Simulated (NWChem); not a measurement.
**One shape, several levels: C5H6 (pent-3-en-1-yne)**

Wanted: a comparison of 4 runs (B3LYP/cc-pVDZ, BHLYP/cc-pVDZ, M06-2X/cc-pVDZ, PBE0/cc-pVDZ) of C5H6 (pent-3-en-1-yne). 

The results are computed with NWChem 7.3.0.

## (1) The system as given

C5H6 has 11 atoms, charge 0, and is taken as a singlet. As SMILES, `C#C/C=C/C`. The shape is that of a PBE0-D4/def2-TZVP optimisation.

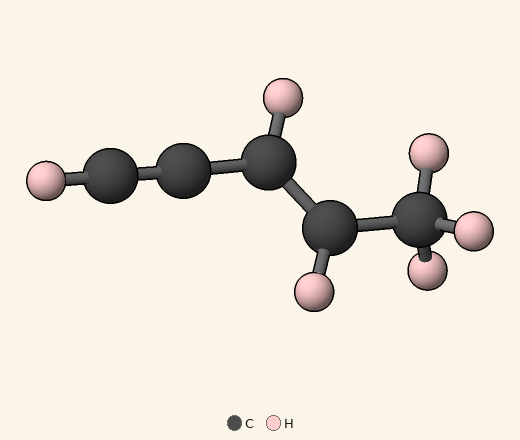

Viewed from a chosen angle; carbon dark grey, hydrogen pink.

## (2) Energy and forces at B3LYP/cc-pVDZ (run 1)

File c5h6.xyz:

```xyz
11

C     -1.516600     1.700600     2.003600
C     -0.739100     1.143700     1.272900
C      0.204200     0.511000     0.426200
C     -0.092900    -0.483100    -0.413900
C      0.889700    -1.151100    -1.304600
H     -2.210500     2.187700     2.646400
H      1.227200     0.877200     0.483800
H     -1.121000    -0.834000    -0.456000
H      1.889700    -0.729500    -1.189400
H      0.593600    -1.055200    -2.354300
H      0.941200    -2.224300    -1.094000
```

File c5h6.nw:

```
echo
start c5h6
memory stack 880 mb heap 220 mb global 1100 mb
geometry noautosym nocenter noautoz
load c5h6.xyz
end
basis spherical bse
C library cc-pVDZ
H library cc-pVDZ
end
dft
xc b3lyp
grid fine
convergence energy 1e-08
iterations 100
mulliken
end
task dft gradient
```

Launch:

```
nwchem c5h6.nw > c5h6.out
```

The log of the run:

```text
[...]
          Wavefunction type:  closed shell.
          No. of atoms     :    11
          No. of electrons :    36
[...]
          Charge           :     0
          Spin multiplicity:     1
[...]
          AO basis - number of functions:   100
[...]
              XC Information
              --------------
                         B3LYP Method XC Potential
                     Hartree-Fock (Exact) Exchange  0.200
                        Slater Exchange Functional  0.800 local
                    Becke 1988 Exchange Functional  0.720 non-local
              Lee-Yang-Parr Correlation Functional  0.810
                  VWN I RPA Correlation Functional  0.190 local
[...]
 d= 0,ls=0.0,diis     1   -194.0141351546 -3.33D+02  9.05D-03  4.09D-01     3.3
[...]
 d= 0,ls=0.0,diis    11   -194.0642908832 -1.40D-09  2.90D-07  1.41D-09    32.3
         Total DFT energy =     -194.064290883186
      One electron energy =     -533.932587000989
           Coulomb energy =      230.438323913008
    Exchange-Corr. energy =      -29.315165687376
 Nuclear repulsion energy =      138.745137892171
[...]
  wavefunction    = closed shell
                         DFT ENERGY GRADIENTS
    atom               coordinates                        gradient
                 x          y          z           x          y          z
   1 C      -2.865958   3.213668   3.786255    0.012916  -0.009401  -0.012274
   2 C      -1.396696   2.161280   2.405432   -0.011672   0.007936   0.010567
   3 C       0.385882   0.965650   0.805401   -0.001395  -0.004629  -0.003905
   4 C      -0.175556  -0.912927  -0.782158    0.001162   0.004645   0.004009
   5 C       1.681289  -2.175264  -2.465337    0.000199   0.000059  -0.000014
   6 H      -4.177239   4.134154   5.000971    0.004085  -0.002834  -0.003755
   7 H       2.319072   1.657668   0.914249   -0.005791  -0.002070  -0.000324
   8 H      -2.118383  -1.576031  -0.861715    0.005708   0.002126   0.000394
   9 H       3.571015  -1.378555  -2.247640   -0.006057  -0.002105  -0.000289
  10 H       1.121741  -1.994039  -4.448982    0.001417  -0.000191   0.006383
  11 H       1.778610  -4.203318  -2.067360   -0.000571   0.006463  -0.000791
[...]
```

It took 39 s on 1 thread of Intel Xeon Platinum 8375C at 2.90GHz (Ice Lake), shared host; peak memory 0.12 GiB.

## (3) Energy and forces at BHLYP/cc-pVDZ (run 2)

File c5h6.nw:

```
start c5h6
title "C5H6 BHLYP"
memory stack 880 mb heap 220 mb global 1100 mb

geometry units angstrom noautosym nocenter noautoz
   C       -1.516600       1.700600       2.003600
   C       -0.739100       1.143700       1.272900
   C        0.204200       0.511000       0.426200
   C       -0.092900      -0.483100      -0.413900
   C        0.889700      -1.151100      -1.304600
   H       -2.210500       2.187700       2.646400
   H        1.227200       0.877200       0.483800
   H       -1.121000      -0.834000      -0.456000
   H        1.889700      -0.729500      -1.189400
   H        0.593600      -1.055200      -2.354300
   H        0.941200      -2.224300      -1.094000
end

basis spherical bse
   * library cc-pVDZ
end

dft
   xc bhlyp
   grid fine
   convergence energy 1e-08
   iterations 100
   mulliken
   noprint "final vectors analysis"
end

task dft gradient
```

Launch:

```
nwchem c5h6.nw > c5h6.out
```

The log of the run:

```text
[...]
          Wavefunction type:  closed shell.
          No. of atoms     :    11
          No. of electrons :    36
[...]
          Charge           :     0
          Spin multiplicity:     1
[...]
          AO basis - number of functions:   100
[...]
              XC Information
              --------------
                        BHLYP Method XC Functional
                     Hartree-Fock (Exact) Exchange  0.500
                        Slater Exchange Functional  0.500 local
                    Becke 1988 Exchange Functional  0.500 non-local
              Lee-Yang-Parr Correlation Functional  1.000
[...]
 d= 0,ls=0.0,diis     1   -193.8885229897 -3.33D+02  5.76D-03  3.07D-01     3.4
[...]
 d= 0,ls=0.0,diis    10   -193.9368257913 -2.20D-09  4.87D-07  2.36D-09    26.8
         Total DFT energy =     -193.936825791290
      One electron energy =     -533.776965199025
           Coulomb energy =      230.283558678624
    Exchange-Corr. energy =      -29.188557163060
 Nuclear repulsion energy =      138.745137892171
[...]
  wavefunction    = closed shell
                         DFT ENERGY GRADIENTS
    atom               coordinates                        gradient
                 x          y          z           x          y          z
   1 C      -2.865958   3.213668   3.786255   -0.000674   0.000513   0.000667
   2 C      -1.396696   2.161280   2.405432    0.004818  -0.003232  -0.004335
   3 C       0.385882   0.965650   0.805401   -0.004339   0.004105   0.005008
   4 C      -0.175556  -0.912927  -0.782158    0.001034  -0.002675  -0.002742
   5 C       1.681289  -2.175264  -2.465337   -0.000997   0.001209   0.001381
   6 H      -4.177239   4.134154   5.000971    0.000587  -0.000415  -0.000550
   7 H       2.319072   1.657668   0.914249    0.000112   0.000012  -0.000021
   8 H      -2.118383  -1.576031  -0.861715    0.000258   0.000168   0.000079
   9 H       3.571015  -1.378555  -2.247640   -0.000801  -0.000189   0.000038
  10 H       1.121741  -1.994039  -4.448982    0.000136  -0.000184   0.000708
  11 H       1.778610  -4.203318  -2.067360   -0.000134   0.000687  -0.000234
[...]
```

It took 33 s on 1 thread of Intel Xeon Platinum 8375C at 2.90GHz (Ice Lake), shared host; peak memory 0.12 GiB.

Run 3 isn't shown in full; the table further down has it.

## (4) Energy and forces at PBE0/cc-pVDZ (run 4)

File nw.xyz:

```xyz
11
C5H6 PBE0
C     -1.516600     1.700600     2.003600
C     -0.739100     1.143700     1.272900
C      0.204200     0.511000     0.426200
C     -0.092900    -0.483100    -0.413900
C      0.889700    -1.151100    -1.304600
H     -2.210500     2.187700     2.646400
H      1.227200     0.877200     0.483800
H     -1.121000    -0.834000    -0.456000
H      1.889700    -0.729500    -1.189400
H      0.593600    -1.055200    -2.354300
H      0.941200    -2.224300    -1.094000
```

File run.py:

```python
from ase.io import read
from ase.calculators.nwchem import NWChem

molecule = read('nw.xyz')

calc = NWChem(
    label='nw',
    theory='dft',
    memory='2200 mb',
    basis='cc-pVDZ',
    basispar='spherical bse',
    dft={'xc': 'pbe0', 'mult': '1', 'grid': 'fine', 'convergence': 'energy 1e-08', 'iterations': '100', 'mulliken': None},
)
molecule.calc = calc

forces = molecule.get_forces()
e = molecule.get_potential_energy()
print(f"E = {e:.6f} eV")
print("forces (eV/A):")
for s, f in zip(molecule.symbols, forces):
    print(f"{s:2s} {f[0]:10.5f} {f[1]:10.5f} {f[2]:10.5f}")
print("dipole (e A):", molecule.get_dipole_moment().round(4))
```

Launch:

```
export ASE_NWCHEM_COMMAND="nwchem PREFIX.nwi > PREFIX.nwo"
python run.py
```

The log of the run:

```text
E = -5274.100116 eV
forces (eV/A):
C    -0.59197    0.42814    0.55999
C     0.63661   -0.45092   -0.59315
C    -0.00720    0.17365    0.16285
C     0.08397   -0.22425   -0.23227
C    -0.10819    0.07425    0.09950
H    -0.22353    0.15612    0.20646
H     0.27989    0.10104    0.01661
H    -0.28606   -0.09868   -0.01244
H     0.27120    0.10218    0.02036
H    -0.07143    0.01661   -0.27290
H     0.01676   -0.27819    0.04499
dipole (e A): [ 0.079  -0.1455 -0.1569]
```

The calculator wrote nw.nwi:

```
title "nw"

permanent_dir nw

scratch_dir nw

start nw

geometry units angstrom nocenter noautosym noautoz
  C  -1.5165999999999999e+00 1.7005999999999999e+00 2.0036000000000000e+00
  C  -7.3909999999999998e-01 1.1436999999999999e+00 1.2728999999999999e+00
  C  2.0419999999999999e-01 5.1100000000000001e-01 4.2620000000000002e-01
  C  -9.2899999999999996e-02 -4.8309999999999997e-01 -4.1389999999999999e-01
  C  8.8970000000000005e-01 -1.1511000000000000e+00 -1.3046000000000000e+00
  H  -2.2105000000000001e+00 2.1877000000000000e+00 2.6463999999999999e+00
  H  1.2272000000000001e+00 8.7719999999999998e-01 4.8380000000000001e-01
  H  -1.1210000000000000e+00 -8.3399999999999996e-01 -4.5600000000000002e-01
  H  1.8896999999999999e+00 -7.2950000000000004e-01 -1.1894000000000000e+00
  H  5.9360000000000002e-01 -1.0551999999999999e+00 -2.3542999999999998e+00
  H  9.4120000000000004e-01 -2.2242999999999999e+00 -1.0940000000000001e+00
end

memory 2200 mb

basis spherical bse noprint
   * library cc-pVDZ
end

dft
  xc pbe0
  mult 1
  grid fine
  convergence energy 1e-08
  iterations 100
  mulliken
end

task dft gradient
```

nw.nwo:

```text
Northwest Computational Chemistry Package (NWChem) 7.3.0
             --------------------------------------------------------

           Job information
           ---------------

    nwchem branch   = 7.3.0
    use scalapack   = T
    input           = nw.nwi
    prefix          = nw.
    data base       = nw/nw.db
    status          = startup
    nproc           =        1

           Memory information
           ------------------

    heap     =     72089594 doubles =      550.0 Mbytes
    stack    =     72089599 doubles =      550.0 Mbytes
    global   =    144179200 doubles =     1100.0 Mbytes (distinct from heap & stack)
    total    =    288358393 doubles =     2200.0 Mbytes
    verify   = yes
    hardfail = no

[... 105 lines left out ...]
  convergence criterion.
[... 38 lines left out ...]
          Spatial weights used:  Erf1
[... 98 lines left out ...]
         Total DFT energy =     -193.819605910859
[... 3 lines left out ...]
 Nuclear repulsion energy =      138.745137892171
[... 768 lines left out ...]
          Convergence on gradient requested:  5.00D-04
[... 25 lines left out ...]
          total energy or number of iterations.
[... 26 lines left out ...]
                         DFT ENERGY GRADIENTS

    atom               coordinates                        gradient
                 x          y          z           x          y          z
   1 C      -2.865958   3.213668   3.786255    0.011512  -0.008326  -0.010890
   2 C      -1.396696   2.161280   2.405432   -0.012380   0.008769   0.011535
   3 C       0.385882   0.965650   0.805401    0.000140  -0.003377  -0.003167
[... 7 lines of this table left out ...]
  11 H       1.778610  -4.203318  -2.067360   -0.000326   0.005410  -0.000875

                 ----------------------------------------
                 |  Time  |  1-e(secs)   |  2-e(secs)   |
                 ----------------------------------------
                 |  CPU   |       0.01   |       3.26   |
                 ----------------------------------------
                 |  WALL  |       0.01   |       3.26   |
                 ----------------------------------------

 Task  times  cpu:       35.6s     wall:       35.6s
 Total times  cpu:       35.7s     wall:       35.7s
```

It took 37 s on 1 thread of Intel Xeon Platinum 8375C at 2.90GHz (Ice Lake), shared host; peak memory 0.12 GiB.

## (5) All runs side by side

```csv
run,level,energy (Eh),dipole moment (D),HOMO energy (eV),LUMO energy (eV),wall time
1,B3LYP/cc-pVDZ,-194.064291,1.06,-6.42,-0.62,39 s
2,BHLYP/cc-pVDZ,-193.936826,1.08,–,–,33 s
3,M06-2X/cc-pVDZ,-193.973941,1.05,-7.80,0.45,41 s
4,PBE0/cc-pVDZ,-193.819606,1.10,-6.68,-0.46,37 s
```

## (6) Outcome

```
                       quantity          value
            run 4: total energy  -193.81961 Eh
           run 4: dipole moment         1.10 D
             run 4: HOMO energy       -6.68 eV
             run 4: LUMO energy       -0.46 eV
           run 4: HOMO–LUMO gap        6.22 eV
run 4: largest force on an atom     0.980 eV/Å
```

In words: The dipole moment (its size) runs from 1.05 D (M06-2X/cc-pVDZ) to 1.10 D (PBE0/cc-pVDZ). Over runs 1, 3, 4 the HOMO–LUMO gap runs from 5.80 eV (B3LYP/cc-pVDZ) to 8.24 eV (M06-2X/cc-pVDZ). Totals of different functionals can't be ranked against each other. All runs together took 2.5 min, the longest 41 s.
